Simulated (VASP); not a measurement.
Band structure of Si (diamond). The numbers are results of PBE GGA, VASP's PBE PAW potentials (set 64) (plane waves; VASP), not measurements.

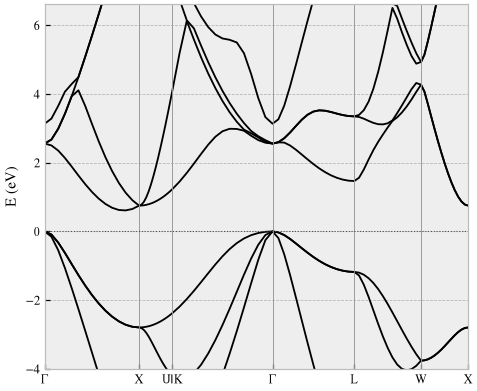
Fig. 1. Bands along high-symmetry lines, zero at the valence-band maximum or, without a gap, the Fermi level

Read the plot: is there a gap, and where are the band edges?

The gap is indirect, 0.61 eV, from the valence maximum at Γ to the conduction minimum at Γ-X at 0.86. (Edges off the drawn lines would not show.)

Measured: gap 1.23 eV (computed value off by -0.62 eV), as given by Wei Chen et al., Physical Review Materials (2018), doi:10.1103/physrevmaterials.2.073803 [zero-point renormalisation of 0.06 eV added back (the table's ZPR column)].

The compound is Si in the diamond structure. It was relaxed first.
